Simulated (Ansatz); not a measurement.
Band structure of Al2Pt (Fm-3m, 3 atoms in the cell).

```xyz
3
Lattice="0.0000 2.9849 2.9849 2.9849 0.0000 2.9849 2.9849 2.9849 0.0000" Properties=species:S:1:pos:R:3 pbc="T T T"
Al     1.4924     1.4924     1.4924
Al     4.4773     4.4773     4.4773
Pt     0.0000     0.0000     0.0000
```

Level of theory: PBE (plane waves, PAW; Ansatz, a first-principles code).

Settings: basis.ecutwfc = 420 eV; kpoints.mp_grid.grid = 7 7 7; hamiltonian.xc = pbe; hamiltonian.pseudopotentials = {kind: paw} (the program's default PAW files); scf.occupations.method = gaussian; scf.occupations.width = 0.136 eV; kpoints.band_path.npoints = 8.

The starting cell comes from a database of computed structures (which also holds hypothetical and non-ambient phases and stackings), without a prior relaxation at this level. Its lattice was rescaled by a random factor within 2.5 % of one. Spin-orbit coupling is off. Spin polarisation is off.

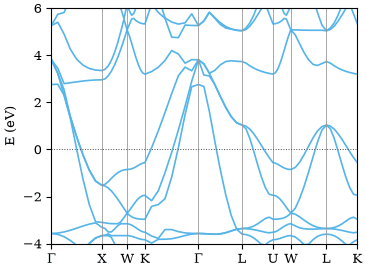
Figure. Bands along the path, energies from the Fermi level.

Levels in eV from the Fermi level, bands 10 to 15:
| point | 10 | 11 | 12 | 13 | 14 | 15 |
|---|---|---|---|---|---|---|
| Γ | -3.57 | 2.76 | 3.81 | 3.81 | 3.81 | 5.26 |
| X | -3.31 | -3.10 | -1.53 | -1.53 | 2.96 | 3.35 |
| W | -3.16 | -2.70 | -2.70 | -0.85 | 5.08 | 5.08 |
| K | -3.52 | -2.97 | -1.95 | -0.56 | 3.20 | 5.33 |
| L | -3.36 | -3.36 | 1.03 | 1.03 | 3.73 | 5.04 |
| U | -3.52 | -2.97 | -1.95 | -0.56 | 3.20 | 5.33 |

Bands cross the Fermi level along this path, so the cell is metallic at this level.

Keys are those of Ansatz 0.2.
